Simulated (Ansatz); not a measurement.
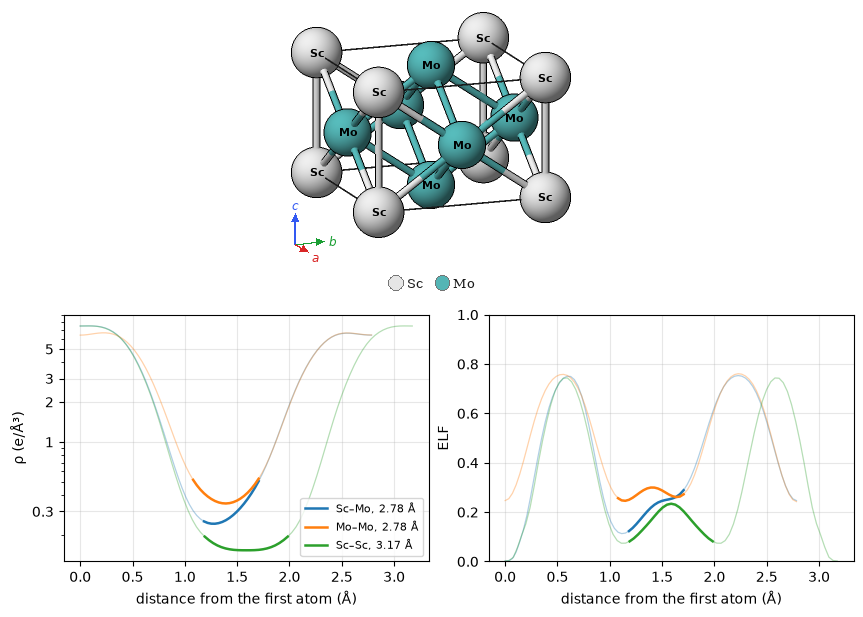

The picture shows: ScMo3. Valence charge density (pseudo) and electron localisation function along straight lines between neighbouring atoms. Thin, pale parts lie inside the atomic spheres. The structure is drawn too.

Space group P4/mmm; started from the Cu3Au (L1_2)_221 prototype, which need not be the ambient phase; changed on purpose from its base cell (the structure that the rattled Cu3Au (L1 2) type (Pm-3m, No. 221) fell into); computed without spin polarisation.

Theory: DFT PBE, scalar-relativistic, plane waves, PAW (Ansatz 0.2.0).

Core electrons are frozen (PAW), and the valence fields are smoothed inside the atomic spheres.

The calculation's input:

```
crystal:
  lattice:
    - [4.5821472642, 0.0, 0.0]
    - [0.0, 4.5821472642, 0.0]
    - [0.0, 0.0, 3.164267225]
  atoms:
    - { symbol: Sc, position: [0.0, 0.0, 0.0] }
    - { symbol: Mo, position: [0.0, 0.5, 0.5] }
    - { symbol: Mo, position: [0.5, 0.5, 0.0] }
    - { symbol: Mo, position: [0.5, 0.0, 0.5] }
basis:
  ecutwfc: 420
kpoints:
  mp_grid: { grid: [10, 10, 14] }
hamiltonian:
  xc: pbe
scf:
  occupations: { method: gaussian, width: 0.1 }
output:
  forces: true
  stress: true
  eigenvalues: true
  write_density: true
  write_potential: true
  elf: true
  volumetric_format: npy
relax:
  adjacent_minimum: "off"
  f_tol: 0.01
  max_steps: 80
  cell: { stress_tol: 0.05 }
```

Run with:

```sh
ansatz run input.yaml --threads 1 --pin off --max-ram 2560MiB --backend cpu --events-out ev --progress --plain --runs-dir out
```

Below, planes, directions and counts refer to the conventional cell (a = 4.57 Å, b = 4.57 Å, c = 3.17 Å, α = 90.00°, β = 90.00°, γ = 90.00°).

The fields are those of the run's last geometry, not of the input's.

**Compare the contacts.**

Sc–Mo (2.78 Å): the density is about 0.26 e/Å³ at the midpoint; the ELF is about 0.20 at the midpoint; no shared electron pair shows on this line.
Mo–Mo (2.78 Å): ρ at the midpoint is about 0.34 e/Å³; the ELF is about 0.30 at the midpoint; no localised pair shows between them.
Sc–Sc (3.17 Å): the density is about 0.15 e/Å³ at the midpoint; the ELF is about 0.25 at the midpoint (no shared electron pair shows on this line).
